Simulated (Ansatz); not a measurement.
# C2H5F2InO: small, medium and large basis sets

Aim: see how fast density functionals converge with the basis set for C2H5F2InO.

Computed with Ansatz 0.2.0, Gaussian basis. Level: one geometry, several basis sets.

Levels to be run: PBE0-D4/def2-SVP; ωB97M-V/def2-SVP; PBE0-D4/def2-QZVPP; ωB97M-V/def2-QZVPP; the functionals' def2-TZVPP values are taken from earlier runs.

## (1) Structure used throughout

All runs share one geometry, relaxed beforehand with PBE0-D4 in a triple-zeta def2 set. In takes the def2 core potential; no spin-orbit term is included.

SMILES `CC[O][In]([F])[F]`, 11 atoms, charge 0, spin multiplicity 1.

Atoms are counted from 1 here; the program's logs count them from 0.

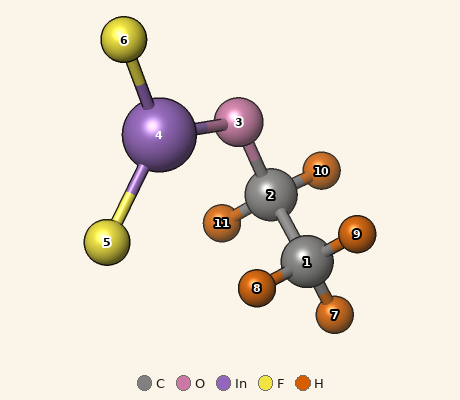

The structure; carbon grey, oxygen pink, indium purple, fluorine yellow, hydrogen orange; atoms are numbered from 1 in the order of the file.

Geometry (Å):

```xyz
11
C2H5F2InO
C    -0.1173   -1.2069    0.5873
C     1.0799   -0.3455    0.2575
O     0.7868    1.0401    0.2418
In   -0.7435    1.7255   -0.7655
F    -1.7933    0.6572   -1.9962
F    -1.3104    3.5624   -0.6518
H     0.1629   -2.2620    0.6431
H    -0.8887   -1.1211   -0.1886
H    -0.5464   -0.9178    1.5499
H     1.8543   -0.4733    1.0223
H     1.5157   -0.6586   -0.6999
```

## (2) PBE0-D4 in def2-SVP

Input file in.yaml:

```yaml
crystal:
  periodic: [false, false, false]
  atoms:
    - {symbol: C, position_ang: [-0.117290, -1.206939, 0.587265]}
    - {symbol: C, position_ang: [1.079859, -0.345511, 0.257537]}
    - {symbol: O, position_ang: [0.786794, 1.040089, 0.241833]}
    - {symbol: In, position_ang: [-0.743464, 1.725542, -0.765526]}
    - {symbol: F, position_ang: [-1.793342, 0.657235, -1.996186]}
    - {symbol: F, position_ang: [-1.310384, 3.562408, -0.651776]}
    - {symbol: H, position_ang: [0.162922, -2.262023, 0.643120]}
    - {symbol: H, position_ang: [-0.888682, -1.121124, -0.188593]}
    - {symbol: H, position_ang: [-0.546424, -0.917752, 1.549931]}
    - {symbol: H, position_ang: [1.854266, -0.473286, 1.022336]}
    - {symbol: H, position_ang: [1.515745, -0.658641, -0.699942]}
basis:
  gaussian: {orbitals: def2-SVP}
hamiltonian: {xc: pbe0, dispersion: d4}
output: {orbitals: {seedname: orbitals}}
```

Run with:

```bash
$ ansatz run in.yaml --threads 4 --pin off --events-out ev --progress --plain --max-ram 11315MiB
```

What it wrote:

```text
Functional definition: PBE0
  name "PBE0"
  cite "Adamo & Barone, J. Chem. Phys. 110, 6158 (1999) doi:10.1063/1.478522"
  cite "Perdew, Burke & Ernzerhof, Phys. Rev. Lett. 77, 3865 (1996) doi:10.1103/PhysRevLett.77.3865"
  parent pbe
  parameter a = 0.25
  parameter kappa = 0.804
  parameter beta = 0.06672455060314922
  exchange = (1 - a)*pbe_x(kappa = kappa, mu = beta*pi^2/3) + a*exact_x
  correlation = pbe_c(beta = beta)
1274 factors; integrals over basis functions are off by at most 1.4e-3 eV
mean field evaluation 1: about -14783.3661 eV, gradient 7.2e1 eV
mean field evaluation 2: about -14760.9298 eV, gradient 1.3e2 eV
mean field evaluation 4: about -14793.5585 eV, gradient 7.5e0 eV
mean field evaluation 8: about -14793.8800 eV, gradient 9.4e-1 eV
mean field evaluation 16: about -14793.8823 eV, gradient 7.3e-4 eV
mean field -14793.88233658 eV, -543.6651482156 hartree, gradient 7.6e-5 eV, S^2 0.000000; 0 other end points of the search recorded, 0 dependent functions left out
reference -14793.88237702 eV, -543.6651497018 hartree; 32, 32 occupied and 89, 89 virtual orbitals, 1274 factors
Total energy: -14794.06562722 eV, -543.6718840223 hartree
```

Wall time 1.5 s (4 threads of Arm Neoverse V2, shared host); peak memory 0.28 GiB.

## (3) ωB97M-V in def2-SVP

Changes to in.yaml since step 2:

```diff
@@ -16,3 +16,3 @@
   gaussian: {orbitals: def2-SVP}
-hamiltonian: {xc: pbe0, dispersion: d4}
+hamiltonian: {xc: {name: wB97M-V}}
 output: {orbitals: {seedname: orbitals}}
```

Same command.

What it wrote (excerpt; [...] marks lines left out):

```text
Functional definition: wB97M-V
  name "wB97M-V"
  cite "Mardirossian & Head-Gordon, J. Chem. Phys. 144, 214110 (2016) doi:10.1063/1.4952647"
  cite "Becke, J. Chem. Phys. 107, 8554 (1997) doi:10.1063/1.475007"
  cite "Vydrov & Van Voorhis, J. Chem. Phys. 133, 244103 (2010) doi:10.1063/1.3521275"
  # Of w^i u^j: cxij and so on, Table III.
[...]
  gx(w, u) = 1 - cx + cx01*u + cx10*w
  gss(w, u) = css00 + css04*u^4 + css10*w + css20*w^2 + css43*w^4*u^3
  gos(w, u) = cos00 + cos10*w + (cos20 + cos21*u)*w^2 + (cos60 + cos61*u)*w^6
[...]
      + integral(e_c_pw_mod_opposite_spin*gos(b97_w_opposite, b97_u_opposite)) + vv10(b, c)
1374 factors; their error is unknown
310 factors; integrals over basis functions are off by at most 6.6e-6 eV
[...]
mean field -14799.13745887 eV, -543.8582703977 hartree, gradient 2.0e-5 eV, S^2 0.000000; 0 other end points of the search recorded, 0 dependent functions left out
reference -14799.13752327 eV, -543.8582727644 hartree; 32, 32 occupied and 89, 89 virtual orbitals, 1374 factors
Total energy: -14799.13752327 eV, -543.8582727644 hartree
```

Wall time 6 s (4 threads of Arm Neoverse V2, shared host); peak memory 0.43 GiB.

## (4) PBE0-D4 in def2-QZVPP

Changes to in.yaml since step 3:

```diff
@@ -15,4 +15,4 @@
 basis:
-  gaussian: {orbitals: def2-SVP}
-hamiltonian: {xc: {name: wB97M-V}}
+  gaussian: {orbitals: "def2-QZVPP.json"}
+hamiltonian: {xc: pbe0, dispersion: d4}
 output: {orbitals: {seedname: orbitals}}
```

The command is unchanged.

What it wrote:

```text
Functional definition: PBE0
  name "PBE0"
  cite "Adamo & Barone, J. Chem. Phys. 110, 6158 (1999) doi:10.1063/1.478522"
  cite "Perdew, Burke & Ernzerhof, Phys. Rev. Lett. 77, 3865 (1996) doi:10.1103/PhysRevLett.77.3865"
  parent pbe
  parameter a = 0.25
  parameter kappa = 0.804
  parameter beta = 0.06672455060314922
  exchange = (1 - a)*pbe_x(kappa = kappa, mu = beta*pi^2/3) + a*exact_x
  correlation = pbe_c(beta = beta)
1708 factors; their error is unknown
mean field evaluation 1: about -14793.0409 eV, gradient 8.6e1 eV
mean field evaluation 2: about -14756.7281 eV, gradient 1.6e2 eV
mean field evaluation 4: about -14806.4384 eV, gradient 1.1e1 eV
mean field evaluation 8: about -14806.6123 eV, gradient 4.7e-1 eV
mean field evaluation 16: about -14806.6603 eV, gradient 2.0e-4 eV
mean field -14806.66030815 eV, -544.1347300096 hartree, gradient 3.1e-5 eV, S^2 0.000000; 0 other end points of the search recorded, 0 dependent functions left out
reference -14806.66035557 eV, -544.1347317524 hartree; 32, 32 occupied and 485, 485 virtual orbitals, 1708 factors
Total energy: -14806.84360577 eV, -544.1414660730 hartree
```

Wall time 10 s (4 threads of Arm Neoverse V2, shared host); peak memory 2 GiB.

## (5) ωB97M-V in def2-QZVPP

Changes to in.yaml since step 4:

```diff
@@ -16,3 +16,3 @@
   gaussian: {orbitals: "def2-QZVPP.json"}
-hamiltonian: {xc: pbe0, dispersion: d4}
+hamiltonian: {xc: {name: wB97M-V}}
 output: {orbitals: {seedname: orbitals}}
```

The command is unchanged.

What it wrote (excerpt; [...] marks lines left out):

```text
Functional definition: wB97M-V
  name "wB97M-V"
  cite "Mardirossian & Head-Gordon, J. Chem. Phys. 144, 214110 (2016) doi:10.1063/1.4952647"
  cite "Becke, J. Chem. Phys. 107, 8554 (1997) doi:10.1063/1.475007"
  cite "Vydrov & Van Voorhis, J. Chem. Phys. 133, 244103 (2010) doi:10.1063/1.3521275"
  # Of w^i u^j: cxij and so on, Table III.
[...]
  gx(w, u) = 1 - cx + cx01*u + cx10*w
  gss(w, u) = css00 + css04*u^4 + css10*w + css20*w^2 + css43*w^4*u^3
  gos(w, u) = cos00 + cos10*w + (cos20 + cos21*u)*w^2 + (cos60 + cos61*u)*w^6
[...]
      + integral(e_c_pw_mod_opposite_spin*gos(b97_w_opposite, b97_u_opposite)) + vv10(b, c)
1668 factors; their error is unknown
398 factors; integrals over basis functions are off by at most 9.2e-6 eV
[...]
mean field -14812.24127435 eV, -544.3398267347 hartree, gradient 3.2e-5 eV, S^2 0.000000; 0 other end points of the search recorded, 0 dependent functions left out
reference -14812.24135313 eV, -544.3398296299 hartree; 32, 32 occupied and 485, 485 virtual orbitals, 1668 factors
Total energy: -14812.24135313 eV, -544.3398296299 hartree
```

Run time: 22 s. Hardware: 4 threads of Arm Neoverse V2, shared host; peak memory 2.5 GiB.

## (6) Functionals by basis

The def2-TZVPP values come from earlier runs at the same geometry.

```
functional       basis  functions  energy (eV)  from the largest (eV)  HOMO (eV)  LUMO (eV)
   PBE0-D4    def2-SVP        121  -14794.0656                 12.778      -8.30      -2.48
   PBE0-D4  def2-TZVPP        275  -14806.2169                  0.627      -8.43      -2.64
   PBE0-D4  def2-QZVPP        517  -14806.8436                  0.000      -8.45      -2.68
   ωB97M-V    def2-SVP        121  -14799.1375                 13.104     -10.66      -0.43
   ωB97M-V  def2-TZVPP        275  -14811.6433                  0.598     -10.82      -0.68
   ωB97M-V  def2-QZVPP        517  -14812.2414                  0.000     -10.84      -0.81
```

## (7) Summary of results

| quantity | value |
| --- | --- |
| PBE0-D4: double and triple zeta above quadruple | 12.78, 0.63 eV |
| ωB97M-V: double and triple zeta above quadruple | 13.10, 0.60 eV |

PBE0-D4 gains 12.15 eV from double to triple zeta, then 0.63 eV more. Total energies overstate the basis error of differences, where much of it tends to cancel.

For PBE0-D4 the largest set took about 7 times as long as the smallest (10 s against 1.5 s).
